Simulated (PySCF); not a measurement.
## NMR shielding calculation of C5H9ClSi2

The run: NMR shielding calculation of C5H9ClSi2, SMILES [SiH3]C[Si]1(Cl)C=CC=C1. Method and program: GIAO PBE0/pcSseg-1 NMR shielding, non-relativistic, gas phase (PySCF 2.14.0).

The geometry comes from this level: GFN2-xTB. It belongs to a series of runs on one base structure; here: constitutional isomer. Figures and captions count atoms from 1; the log counts them from 0 in places.

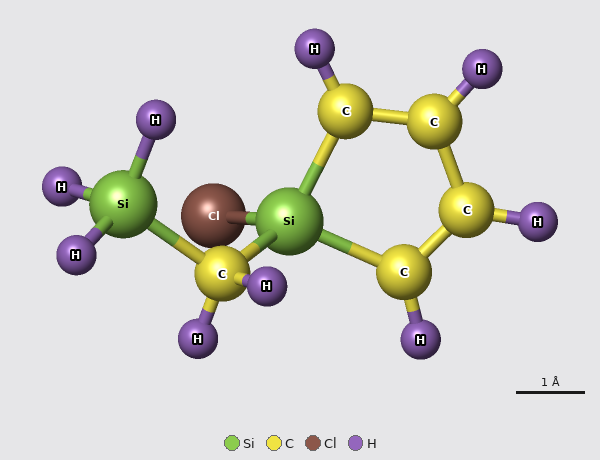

**Figure 1.** The structure as given in the input (ball-and-stick view, seen at a tilt). Bond lengths as drawn: Cl–Si 2.03 Å, C–C 1.34 to 1.46 Å, C–H 1.08 to 1.09 Å, C–Si 1.89 to 1.90 Å and H–Si 1.46 to 1.47 Å.

**Results in brief**

| quantity | value |
| --- | --- |
| outcome | converged |
| total energy | −1234.460826 hartree |
| HOMO | −6.86 eV |
| LUMO | −1.86 eV |
| dipole moment | 1.92 D |
| isotropic shielding, Si | 331.6 to 423.0 ppm |
| isotropic shielding, C | 32.9 to 192.0 ppm |
| isotropic shielding, Cl | 992.7 ppm |
| isotropic shielding, H | 24.6 to 31.8 ppm |
| hardware | 1 CPU thread, shared host |
| wall time | 62 s |
| peak memory | 0.92 GiB |

**Input**
```
{"job": {"kind": "nmr", "xc": "PBE0", "basis": "pcSseg-1"}, "charge": 0, "multiplicity": 1}
Si    -2.854049    -0.130728     0.172707
C     -1.200652    -1.071945     0.242661
Si     0.228229    -0.254461    -0.702715
Cl    -0.153904    -0.287334    -2.698312
C      0.738043     1.450784    -0.066764
C      1.992995     1.388243     0.389860
C      2.661330     0.097155     0.279304
C      1.955285    -0.896222    -0.270254
H     -3.269678     0.044404    -1.217911
H     -3.862121    -0.914780     0.892748
H     -2.697241     1.172202     0.821665
H     -1.350439    -2.073825    -0.158075
H     -0.907576    -1.197892     1.283815
H      0.154264     2.354575    -0.034050
H      2.524808     2.224718     0.820546
H      3.677915    -0.005420     0.631048
H      2.355792    -1.887444    -0.396183
```

The first line tells a small driver script what to run in PySCF; the rest is the geometry in Å.

Launched with:
```bash
OMP_NUM_THREADS=1 python <driver script> task.json out
```

**Log**
```
coarse grid: 15888 points
cycle   1  E = -1234.3515402000  dE =  8.894e-01  |g| = 4.950e-01  |ddm| = 3.879e+00
cycle   2  E = -1234.3464106407  dE =  5.130e-03  |g| = 5.205e-01  |ddm| = 9.181e-01
cycle   3  E = -1234.4144523740  dE = -6.804e-02  |g| = 5.462e-02  |ddm| = 4.823e-01
cycle   4  E = -1234.4148736293  dE = -4.213e-04  |g| = 3.959e-02  |ddm| = 8.975e-02
cycle   5  E = -1234.4152615003  dE = -3.879e-04  |g| = 8.699e-03  |ddm| = 4.126e-02
cycle   6  E = -1234.4152810370  dE = -1.954e-05  |g| = 2.337e-03  |ddm| = 1.146e-02
cycle   7  E = -1234.4152821874  dE = -1.150e-06  |g| = 5.828e-04  |ddm| = 2.450e-03
final grid: 139992 points
cycle   8  E = -1234.4608137905  dE = -3.182e-05  |g| = 6.880e-03  |ddm| = 2.721e-02
cycle   9  E = -1234.4608109731  dE =  2.817e-06  |g| = 7.418e-03  |ddm| = 1.282e-02
cycle  10  E = -1234.4608254738  dE = -1.450e-05  |g| = 8.190e-04  |ddm| = 7.165e-03
cycle  11  E = -1234.4608255867  dE = -1.129e-07  |g| = 3.749e-04  |ddm| = 1.075e-03
cycle  12  E = -1234.4608256214  dE = -3.469e-08  |g| = 8.586e-05  |ddm| = 3.521e-04
cycle  13  E = -1234.4608256231  dE = -1.770e-09  |g| = 2.364e-05  |ddm| = 1.083e-04
cycle  14  E = -1234.4608256233  dE = -1.314e-10  |g| = 6.361e-06  |ddm| = 3.326e-05
```

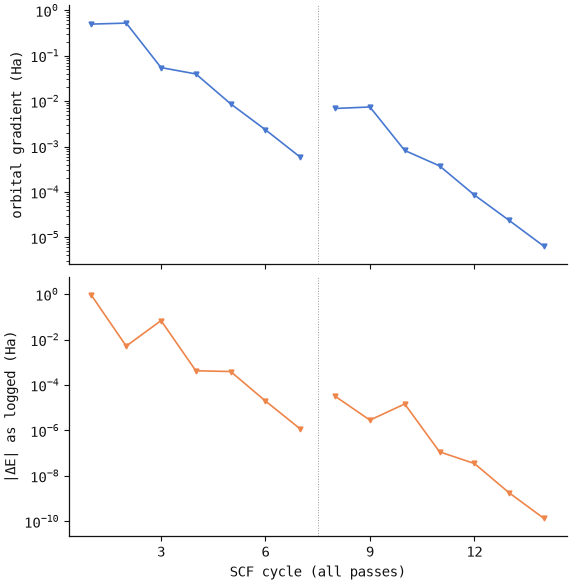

**Figure 2.** Convergence of the self-consistent field: orbital gradient and size of the energy change against the SCF cycle. The dotted line marks the change from a coarse to the final integration grid. The first 7 cycles use a coarse grid, the final grid takes over at cycle 8, and the field converges after 14 cycles in all.

```
converged SCF energy = -1234.4608256233

GIAO shielding tensors (ppm)
atom      isotropic    diamagn.    paramagn.     s11        s22        s33       span
  0 Si     422.956     879.007    -456.051    394.596    410.256    464.016     69.420
  1 C      191.989     258.966     -66.977    175.264    191.200    209.504     34.240
  2 Si     331.644     879.300    -547.656    301.074    344.297    349.560     48.486
  3 Cl     992.710    1148.609    -155.899    919.505    956.774   1101.850    182.345
  4 C       50.593     262.078    -211.485    -58.267     39.660    170.385    228.652
  5 C       32.929     255.063    -222.134    -88.572     41.994    145.365    233.937
  6 C       33.747     255.179    -221.432    -87.618     43.281    145.577    233.195
  7 C       47.984     262.586    -214.603    -60.701     37.361    167.290    227.991
  8 H       27.450      28.404      -0.954     23.457     27.135     31.759      8.302
  9 H       27.557      27.833      -0.276     23.715     25.136     33.821     10.106
 10 H       27.758      29.065      -1.306     23.740     26.684     32.851      9.112
 11 H       31.434      30.911       0.523     26.565     29.224     38.513     11.948
 12 H       31.827      33.065      -1.238     26.142     29.497     39.841     13.699
 13 H       25.731      32.651      -6.920     23.215     25.787     28.192      4.977
 14 H       24.613      30.947      -6.334     22.089     23.733     28.018      5.930
 15 H       24.648      30.237      -5.589     22.288     23.777     27.879      5.591
 16 H       25.706      31.294      -5.589     23.521     25.948     27.648      4.127
```

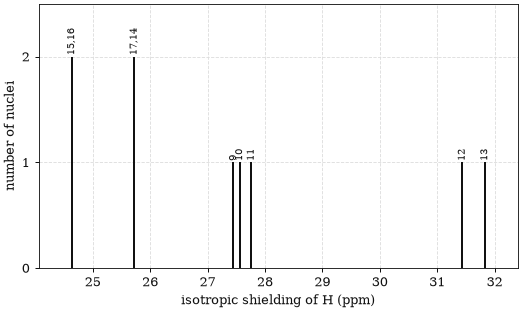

**Figure 3.** Isotropic shieldings of the hydrogen nuclei in this fixed geometry, labelled by atom number; shielding grows to the right, so chemical shift grows to the left. The least shielded is H15 (24.6 ppm), the most shielded H13 (31.8 ppm).
